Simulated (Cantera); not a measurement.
Input: 1 mol SiCl4, 98 mol N2, 0.72 mol H2, at 4.65 Torr.

Method: chemical equilibrium by Gibbs-energy minimisation in Cantera with the NASA 1993 tables (ideal gas, pure condensed phases). Candidate condensed phases: NH4Cl, Si, Si3N4; 28 gas species. N2 is the only nitrogen source here; it is nearly inert below about 1500 K, so the nitride shown seldom forms there in practice. The tables' values for SiCl3 are old estimates; treat these amounts as uncertain. Rates play no part.

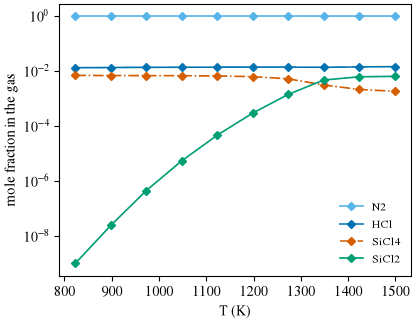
Fig. 1. Equilibrium gas composition (values under 1e-9 drawn at 1e-9)

From 823 K to 1348 K the condensed part is Si3N4(s). From 1423 K to 1498 K nothing is condensed. The main Si-bearing gas is SiCl4 at 823 K and SiCl2 at 1498 K.
